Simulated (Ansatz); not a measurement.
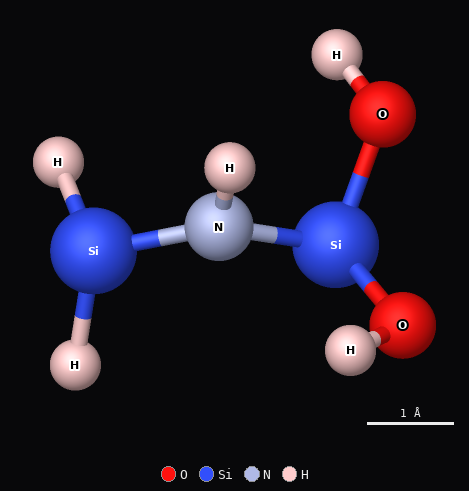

The structure as given in the input (ball-and-stick view, seen at a tilt). Bond lengths as drawn: H–N 1.02 Å, H–O 1.03 Å, H–Si 1.45 to 1.50 Å, N–Si 1.54 to 1.58 Å and O–Si 1.61 to 1.63 Å.

# Si$_{2}$NH$_{5}$O$_{2}$: geometry relaxation (part 1 of 2)

Si$_{2}$NH$_{5}$O$_{2}$, computed with RKS PBE-D4/def2-SVP (Ansatz 0.2.0).

The geometry: force-field start. Figures and captions count atoms from 1; the log counts them from 0 in places.

What the program printed:
```
Functional definition: PBE
  name "PBE"
  cite "Perdew, Burke & Ernzerhof, Phys. Rev. Lett. 77, 3865 (1996) doi:10.1103/PhysRevLett.77.3865"
  parent pbe
  parameter kappa = 0.804
  parameter beta = 0.06672455060314922
  exchange = pbe_x(kappa = kappa, mu = beta*pi^2/3)
  correlation = pbe_c(beta = beta)
1140 factors; their error is unknown
mean field evaluation 1: about -21371.8121 eV, gradient 1.0e2 eV
mean field evaluation 2: about -20978.3219 eV, gradient 3.3e2 eV
mean field evaluation 4: about -21380.3479 eV, gradient 6.5e1 eV
mean field evaluation 8: about -21389.3284 eV, gradient 2.8e1 eV
mean field evaluation 16: about -21394.5818 eV, gradient 1.7e-5 eV
mean field -21394.58175946 eV, -786.2363778919 hartree, gradient 8.5e-6 eV, S^2 0.000000; 1 other end points of the search recorded, 0 dependent functions left out
the calculation of the forces begins
reference -21394.58179707 eV, -786.2363792738 hartree; 28, 28 occupied and 75, 75 virtual orbitals, 1140 factors
relax step   1: F+E_penalty+E_count = -21394.85666694 eV  Δ(F+E_penalty+E_count) = +0.000e0 eV  max|allowed force component| = 7.560e0 eV/Å  Δτ_max = 0.0000 Å  (95 SCF iters, accepted)
these checks for a lower state are left out or cut short: starts, cluster_reference, orbital_swaps, neighbouring_geometries, increment
1140 factors; their error is unknown
mean field evaluation 32: about -21396.4155 eV, gradient 1.4e-3 eV
mean field -21396.41548341 eV, -786.3037660042 hartree, gradient 1.4e-5 eV, S^2 0.000000; 1 other end points of the search recorded, 0 dependent functions left out
[... from here on the field's lines of each further geometry are left out, up to the last ...]
relax step   2: F+E_penalty+E_count = -21396.68068747 eV  Δ(F+E_penalty+E_count) = -1.824e0 eV  max|allowed force component| = 3.798e0 eV/Å  Δτ_max = 0.1993 Å  (67 SCF iters, accepted)
relax step   3: F+E_penalty+E_count = -21397.51989846 eV  Δ(F+E_penalty+E_count) = -8.392e-1 eV  max|allowed force component| = 1.046e0 eV/Å  Δτ_max = 0.1965 Å  (70 SCF iters, accepted)
relax step   4: F+E_penalty+E_count = -21397.73382850 eV  Δ(F+E_penalty+E_count) = -2.139e-1 eV  max|allowed force component| = 5.775e-1 eV/Å  Δτ_max = 0.1979 Å  (69 SCF iters, accepted)
relax step   5: F+E_penalty+E_count = -21397.84883096 eV  Δ(F+E_penalty+E_count) = -1.150e-1 eV  max|allowed force component| = 6.002e-1 eV/Å  Δτ_max = 0.2000 Å  (77 SCF iters, accepted)
relax step   6: F+E_penalty+E_count = -21397.93391228 eV  Δ(F+E_penalty+E_count) = -8.508e-2 eV  max|allowed force component| = 5.508e-1 eV/Å  Δτ_max = 0.1949 Å  (61 SCF iters, accepted)
relax step   7: F+E_penalty+E_count = -21397.99402000 eV  Δ(F+E_penalty+E_count) = -6.011e-2 eV  max|allowed force component| = 4.869e-1 eV/Å  Δτ_max = 0.1999 Å  (60 SCF iters, accepted)
relax step   8: F+E_penalty+E_count = -21398.04980473 eV  Δ(F+E_penalty+E_count) = -5.578e-2 eV  max|allowed force component| = 7.413e-1 eV/Å  Δτ_max = 0.1941 Å  (69 SCF iters, accepted)
relax step   9: F+E_penalty+E_count = -21398.09436169 eV  Δ(F+E_penalty+E_count) = -4.456e-2 eV  max|allowed force component| = 7.100e-1 eV/Å  Δτ_max = 0.1967 Å  (67 SCF iters, accepted)
relax step  10: F+E_penalty+E_count = -21398.12854978 eV  Δ(F+E_penalty+E_count) = -3.419e-2 eV  max|allowed force component| = 8.211e-1 eV/Å  Δτ_max = 0.1952 Å  (70 SCF iters, accepted)
relax step  11: F+E_penalty+E_count = -21398.14915553 eV  Δ(F+E_penalty+E_count) = -2.061e-2 eV  max|allowed force component| = 6.227e-1 eV/Å  Δτ_max = 0.0456 Å  (65 SCF iters, accepted)
relax step  12: F+E_penalty+E_count = -21398.18750461 eV  Δ(F+E_penalty+E_count) = -3.835e-2 eV  max|allowed force component| = 2.830e-1 eV/Å  Δτ_max = 0.1949 Å  (67 SCF iters, accepted)
relax step  13: F+E_penalty+E_count = -21398.20790121 eV  Δ(F+E_penalty+E_count) = -2.040e-2 eV  max|allowed force component| = 5.237e-1 eV/Å  Δτ_max = 0.1934 Å  (69 SCF iters, accepted)
relax step  14: F+E_penalty+E_count = -21398.21668173 eV  Δ(F+E_penalty+E_count) = -8.781e-3 eV  max|allowed force component| = 4.544e-1 eV/Å  Δτ_max = 0.1534 Å  (63 SCF iters, accepted)
relax step  15: F+E_penalty+E_count = -21398.22257644 eV  Δ(F+E_penalty+E_count) = -5.895e-3 eV  max|allowed force component| = 1.277e-1 eV/Å  Δτ_max = 0.0439 Å  (66 SCF iters, accepted)
relax step  16: F+E_penalty+E_count = -21398.22365758 eV  Δ(F+E_penalty+E_count) = -1.081e-3 eV  max|allowed force component| = 1.362e-1 eV/Å  Δτ_max = 0.0386 Å  (64 SCF iters, accepted)
relax step  17: F+E_penalty+E_count = -21398.22517912 eV  Δ(F+E_penalty+E_count) = -1.522e-3 eV  max|allowed force component| = 1.993e-1 eV/Å  Δτ_max = 0.0805 Å  (69 SCF iters, accepted)
relax step  18: F+E_penalty+E_count = -21398.22499242 eV  Δ(F+E_penalty+E_count) = +1.867e-4 eV  max|allowed force component| = 3.535e-1 eV/Å  Δτ_max = 0.0232 Å  (66 SCF iters, rejected (line search))
relax step  19: F+E_penalty+E_count = -21398.22731601 eV  Δ(F+E_penalty+E_count) = -2.137e-3 eV  max|allowed force component| = 8.365e-2 eV/Å  Δτ_max = 0.0113 Å  (66 SCF iters, accepted)
relax step  20: F+E_penalty+E_count = -21398.23029194 eV  Δ(F+E_penalty+E_count) = -2.976e-3 eV  max|allowed force component| = 1.075e-1 eV/Å  Δτ_max = 0.0539 Å  (63 SCF iters, accepted)
relax step  21: F+E_penalty+E_count = -21398.20126907 eV  Δ(F+E_penalty+E_count) = +2.902e-2 eV  max|allowed force component| = 1.155e0 eV/Å  Δτ_max = 0.1463 Å  (79 SCF iters, rejected (line search))
relax step  22: F+E_penalty+E_count = -21398.23528027 eV  Δ(F+E_penalty+E_count) = -4.988e-3 eV  max|allowed force component| = 1.346e-1 eV/Å  Δτ_max = 0.0713 Å  (63 SCF iters, accepted)
relax step  23: F+E_penalty+E_count = -21398.24015399 eV  Δ(F+E_penalty+E_count) = -4.874e-3 eV  max|allowed force component| = 1.059e-1 eV/Å  Δτ_max = 0.0738 Å  (62 SCF iters, accepted)
relax step  24: F+E_penalty+E_count = -21398.24048607 eV  Δ(F+E_penalty+E_count) = -3.321e-4 eV  max|allowed force component| = 4.602e-1 eV/Å  Δτ_max = 0.1097 Å  (70 SCF iters, accepted)
relax step  25: F+E_penalty+E_count = -21398.24656118 eV  Δ(F+E_penalty+E_count) = -6.075e-3 eV  max|allowed force component| = 1.857e-1 eV/Å  Δτ_max = 0.0304 Å  (66 SCF iters, accepted)
relax step  26: F+E_penalty+E_count = -21398.25011172 eV  Δ(F+E_penalty+E_count) = -3.551e-3 eV  max|allowed force component| = 1.129e-1 eV/Å  Δτ_max = 0.0519 Å  (66 SCF iters, accepted)
relax step  27: F+E_penalty+E_count = -21398.25255352 eV  Δ(F+E_penalty+E_count) = -2.442e-3 eV  max|allowed force component| = 7.336e-2 eV/Å  Δτ_max = 0.0623 Å  (63 SCF iters, accepted)
relax step  28: F+E_penalty+E_count = -21398.25360530 eV  Δ(F+E_penalty+E_count) = -1.052e-3 eV  max|allowed force component| = 2.312e-1 eV/Å  Δτ_max = 0.1121 Å  (63 SCF iters, accepted)
relax step  29: F+E_penalty+E_count = -21398.25559542 eV  Δ(F+E_penalty+E_count) = -1.990e-3 eV  max|allowed force component| = 1.636e-1 eV/Å  Δτ_max = 0.0736 Å  (63 SCF iters, accepted)
relax step  30: F+E_penalty+E_count = -21398.25744408 eV  Δ(F+E_penalty+E_count) = -1.849e-3 eV  max|allowed force component| = 7.740e-2 eV/Å  Δτ_max = 0.0358 Å  (65 SCF iters, accepted)
relax step  31: F+E_penalty+E_count = -21398.25805278 eV  Δ(F+E_penalty+E_count) = -6.087e-4 eV  max|allowed force component| = 5.110e-2 eV/Å  Δτ_max = 0.0297 Å  (66 SCF iters, accepted)
relax step  32: F+E_penalty+E_count = -21398.25847650 eV  Δ(F+E_penalty+E_count) = -4.237e-4 eV  max|allowed force component| = 3.339e-2 eV/Å  Δτ_max = 0.0241 Å  (65 SCF iters, accepted)
relax step  33: F+E_penalty+E_count = -21398.25884486 eV  Δ(F+E_penalty+E_count) = -3.684e-4 eV  max|allowed force component| = 3.571e-2 eV/Å  Δτ_max = 0.0189 Å  (66 SCF iters, accepted)
relax step  34: F+E_penalty+E_count = -21398.25914799 eV  Δ(F+E_penalty+E_count) = -3.031e-4 eV  max|allowed force component| = 1.003e-1 eV/Å  Δτ_max = 0.0338 Å  (66 SCF iters, accepted)
relax step  35: F+E_penalty+E_count = -21398.25936737 eV  Δ(F+E_penalty+E_count) = -2.194e-4 eV  max|allowed force component| = 8.398e-2 eV/Å  Δτ_max = 0.0104 Å  (66 SCF iters, accepted)
relax step  36: F+E_penalty+E_count = -21398.25991059 eV  Δ(F+E_penalty+E_count) = -5.432e-4 eV  max|allowed force component| = 6.239e-2 eV/Å  Δτ_max = 0.0414 Å  (65 SCF iters, accepted)
relax step  37: F+E_penalty+E_count = -21398.26007859 eV  Δ(F+E_penalty+E_count) = -1.680e-4 eV  max|allowed force component| = 1.686e-1 eV/Å  Δτ_max = 0.0470 Å  (65 SCF iters, accepted)
relax step  38: F+E_penalty+E_count = -21398.26036542 eV  Δ(F+E_penalty+E_count) = -2.868e-4 eV  max|allowed force component| = 1.329e-1 eV/Å  Δτ_max = 0.0099 Å  (65 SCF iters, accepted)
relax step  39: F+E_penalty+E_count = -21398.25991734 eV  Δ(F+E_penalty+E_count) = +4.481e-4 eV  max|allowed force component| = 3.666e-1 eV/Å  Δτ_max = 0.1113 Å  (69 SCF iters, rejected (line search))
relax step  40: F+E_penalty+E_count = -21398.26179651 eV  Δ(F+E_penalty+E_count) = -1.431e-3 eV  max|allowed force component| = 6.950e-2 eV/Å  Δτ_max = 0.0556 Å  (63 SCF iters, accepted)
relax step  41: F+E_penalty+E_count = -21398.25923265 eV  Δ(F+E_penalty+E_count) = +2.564e-3 eV  max|allowed force component| = 7.086e-1 eV/Å  Δτ_max = 0.0968 Å  (69 SCF iters, rejected (line search))
relax step  42: F+E_penalty+E_count = -21398.26267994 eV  Δ(F+E_penalty+E_count) = -8.834e-4 eV  max|allowed force component| = 4.166e-2 eV/Å  Δτ_max = 0.0484 Å  (66 SCF iters, accepted)
relax step  43: F+E_penalty+E_count = -21398.26470976 eV  Δ(F+E_penalty+E_count) = -2.030e-3 eV  max|allowed force component| = 5.652e-2 eV/Å  Δτ_max = 0.0500 Å  (61 SCF iters, accepted)
relax step  44: F+E_penalty+E_count = -21398.26472505 eV  Δ(F+E_penalty+E_count) = -1.530e-5 eV  max|allowed force component| = 4.866e-1 eV/Å  Δτ_max = 0.0705 Å  (63 SCF iters, accepted)
relax step  45: F+E_penalty+E_count = -21398.27296643 eV  Δ(F+E_penalty+E_count) = -8.241e-3 eV  max|allowed force component| = 1.170e-1 eV/Å  Δτ_max = 0.1123 Å  (68 SCF iters, accepted)
relax step  46: F+E_penalty+E_count = -21398.26972070 eV  Δ(F+E_penalty+E_count) = +3.246e-3 eV  max|allowed force component| = 1.386e-1 eV/Å  Δτ_max = 0.1366 Å  (60 SCF iters, rejected (line search))
relax step  47: F+E_penalty+E_count = -21398.27567789 eV  Δ(F+E_penalty+E_count) = -2.711e-3 eV  max|allowed force component| = 5.571e-2 eV/Å  Δτ_max = 0.0682 Å  (63 SCF iters, accepted)
relax step  48: F+E_penalty+E_count = -21398.27556977 eV  Δ(F+E_penalty+E_count) = +1.081e-4 eV  max|allowed force component| = 1.103e-1 eV/Å  Δτ_max = 0.0842 Å  (63 SCF iters, rejected (line search))
relax step  49: F+E_penalty+E_count = -21398.27659439 eV  Δ(F+E_penalty+E_count) = -9.165e-4 eV  max|allowed force component| = 5.287e-2 eV/Å  Δτ_max = 0.0420 Å  (63 SCF iters, accepted)
relax step  50: F+E_penalty+E_count = -21398.27679319 eV  Δ(F+E_penalty+E_count) = -1.988e-4 eV  max|allowed force component| = 1.446e-1 eV/Å  Δτ_max = 0.0304 Å  (66 SCF iters, accepted)
relax step  51: F+E_penalty+E_count = -21398.27693087 eV  Δ(F+E_penalty+E_count) = -1.377e-4 eV  max|allowed force component| = 6.988e-2 eV/Å  Δτ_max = 0.0194 Å  (66 SCF iters, accepted)
relax step  52: F+E_penalty+E_count = -21398.27699611 eV  Δ(F+E_penalty+E_count) = -6.523e-5 eV  max|allowed force component| = 3.779e-2 eV/Å  Δτ_max = 0.0115 Å  (69 SCF iters, accepted)
the calculation of the forces begins
reference -21398.01649243 eV, -786.3626020002 hartree; 28, 28 occupied and 75, 75 virtual orbitals, 1140 factors
relax step  53: F+E_penalty+E_count = -21398.27717816 eV  Δ(F+E_penalty+E_count) = -1.821e-4 eV  max|allowed force component| = 7.961e-3 eV/Å  Δτ_max = 0.0067 Å  (67 SCF iters, accepted)
1140 factors; their error is unknown
mean field evaluation 704: about -21398.0165 eV, gradient 1.5e-4 eV
```

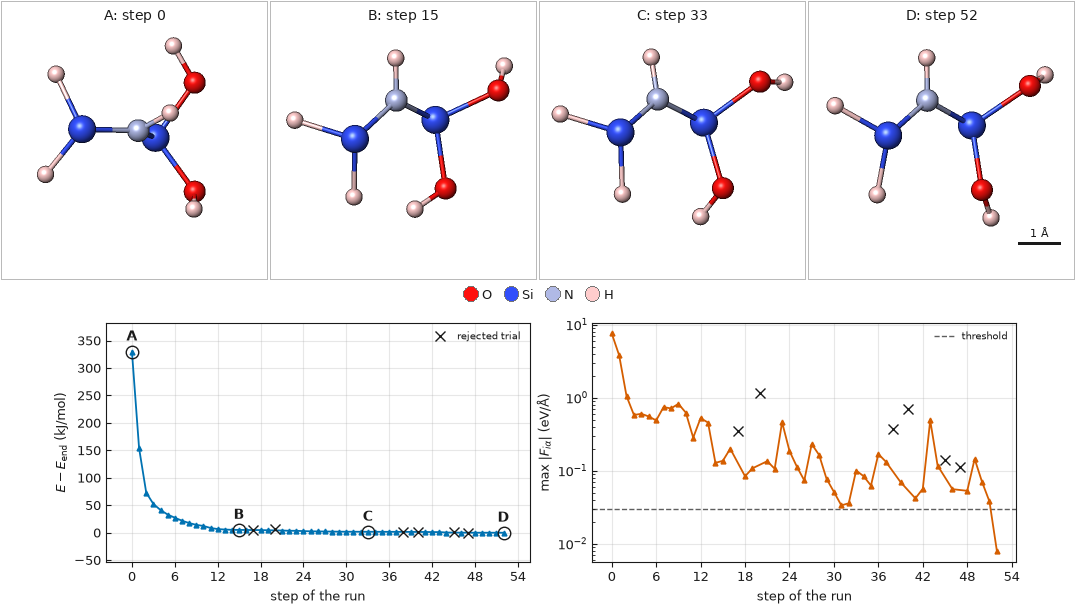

Frames of the relaxation (ball-and-stick view, seen at a tilt) above the curves, on which the letters mark them (the first geometry is step 0 here and step 1 in the log).

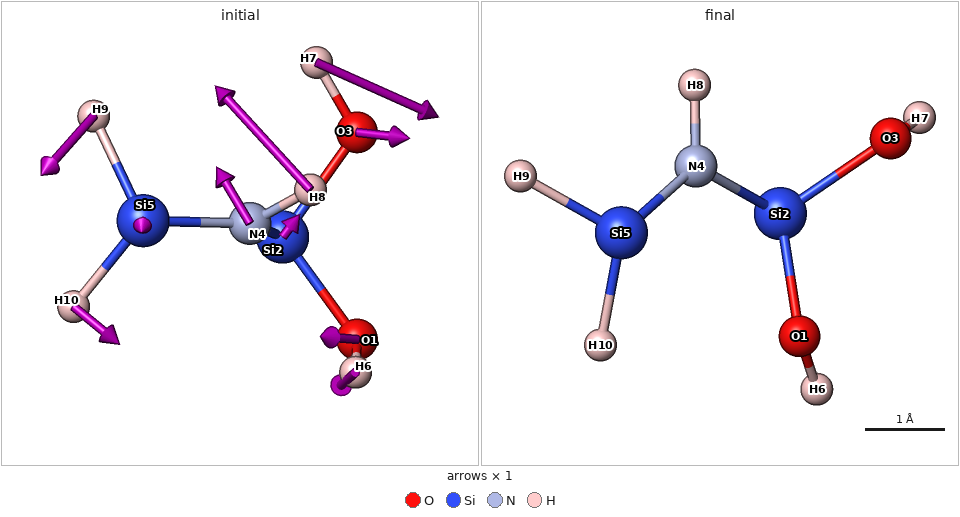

Before (left) and after (right) the relaxation, at one scale (ball-and-stick view, seen at a tilt). The pink arrows give the displacements, at true length. The energy falls by 330.0 kJ/mol in 52 geometry steps. Largest force component: 7.6 eV/Å at the start, 0.008 eV/Å at the end. The line search rejected the trial steps at points 17, 20, 38, 40, 45, 47 (counted from 0) and went back. The atom that moves furthest after the best rigid fit is H8 (1.91 Å). Largest moves by element: H 1.91 Å, N 0.87 Å, O 0.78 Å, Si 0.38 Å. Distances before and after: Si2–N4 1.576 → 1.781 Å, N4–Si5 1.542 → 1.725 Å, O1–Si2 1.610 → 1.706 Å, Si2–O3 1.633 → 1.705 Å. Among the angles that change: N4–Si5–H9 106.9° → 112.8°, O3–Si2–N4 96.8° → 102.7°, O1–Si2–N4 101.2° → 96.9°. (Atoms are counted from 1 in the order of the input.)

```
mean field -21398.01645487 eV, -786.3626006201 hartree, gradient 2.0e-5 eV, S^2 0.000000; 3 other end points of the search recorded, 0 dependent functions left out
the calculation of the forces begins
reference -21398.01649243 eV, -786.3626020002 hartree; 28, 28 occupied and 75, 75 virtual orbitals, 1140 factors
Total energy: -21398.27721571 eV, -786.3721834042 hartree
Atom 0 at    -1.249655    -0.505728    -1.081981 Å, force     0.007961     0.001068     0.003127 eV/Å
Atom 1 at     0.299317    -0.997187    -0.563454 Å, force    -0.005091    -0.001849     0.005674 eV/Å
Atom 2 at     0.178669    -2.335290     0.486614 Å, force     0.003577     0.001731    -0.003484 eV/Å
Atom 3 at     0.587866     0.357014     0.557012 Å, force     0.003059     0.005047    -0.003544 eV/Å
Atom 4 at    -0.144479     1.916093     0.651437 Å, force     0.003240     0.003598     0.000613 eV/Å
Atom 5 at    -1.484684    -0.831040    -1.968112 Å, force    -0.003523    -0.001183    -0.003728 eV/Å
Atom 6 at     0.629432    -3.113447     0.114346 Å, force    -0.001330    -0.000862     0.000926 eV/Å
Atom 7 at     1.278060     0.144654     1.290623 Å, force    -0.004690    -0.002154    -0.000257 eV/Å
Atom 8 at     0.809598     2.984260     1.135228 Å, force     0.001243    -0.002466     0.002740 eV/Å
Atom 9 at    -0.821023     2.329671    -0.618812 Å, force    -0.004446    -0.002930    -0.002067 eV/Å
Dipole moment:     0.197599    -0.046983    -0.156311 e Å
```

Trajectory as extended XYZ (Å, eV, eV/Å), 21 of the 53 frames kept, from step=1 to step=53:
```
10
Properties=species:S:1:pos:R:3:forces:R:3 step=1 energy=-21394.85667
O    -1.3729   -1.2026   -1.2726   -4.1262  -0.0812  -0.5255
Si    0.1149   -0.7973   -0.8113    2.2727  -4.4047  -5.3546
O     0.6832   -1.9507    0.1957    2.7248  -2.1087   2.0125
N    -0.1908    0.2826    0.2948   -3.0042   0.0755   3.7392
Si    0.2001    1.7631    0.4734    1.7570   7.5598   2.5721
H    -2.0796   -0.5944   -0.8328    1.5452  -1.3993  -1.0927
H     1.5770   -1.7139    0.6450   -1.8737  -0.5600  -1.1783
H    -0.4744   -0.1860    1.1532    0.3740  -0.3931   0.4478
H     1.6443    1.7863    0.8770    0.2741   0.6549   0.3165
H    -0.0187    2.5619   -0.7195    0.0564   0.6569  -0.9369
10
Properties=species:S:1:pos:R:3:forces:R:3 step=4 energy=-21397.73383
O    -1.5101   -1.4348   -1.3417    0.0095   0.0112   0.1034
Si    0.0228   -0.9980   -0.7973    0.0535  -0.0141   0.0368
O     0.5689   -2.2610    0.1981    0.0386  -0.0151   0.1062
N    -0.1633    0.4090    0.3459    0.2077  -0.3372   0.5588
Si    0.1748    2.0997    0.5631   -0.0295   0.0504  -0.0576
H    -2.1557   -0.7639   -1.0418   -0.0130  -0.0774  -0.1130
H     1.4948   -2.0782    0.4710   -0.2415  -0.1750  -0.1868
H    -0.0232   -0.0887    1.2671    0.0839   0.4115  -0.5775
H     1.5769    2.2876    1.1250   -0.1199   0.1219   0.0516
H     0.0972    2.7773   -0.7865    0.0106   0.0239   0.0781
10
Properties=species:S:1:pos:R:3:forces:R:3 step=6 energy=-21397.93391
O    -1.4892   -1.3530   -1.3085    0.0969   0.1088   0.0446
Si    0.0618   -1.0468   -0.7212   -0.0223  -0.0900   0.0312
O     0.4286   -2.3897    0.2499    0.4603   0.0257   0.0819
N     0.0177    0.3746    0.3946    0.2995  -0.0016   0.3443
Si    0.0721    2.1138    0.5224   -0.0191   0.0347   0.0772
H    -2.1035   -0.6107   -1.1535    0.0069  -0.0201  -0.0281
H     1.4091   -2.4410    0.3565   -0.5508  -0.0845  -0.0911
H     0.3519   -0.0231    1.3042   -0.0872   0.1152  -0.3751
H     1.3546    2.5859    1.2082   -0.1710  -0.0608  -0.1335
H    -0.0201    2.7388   -0.8496   -0.0133  -0.0273   0.0486
```
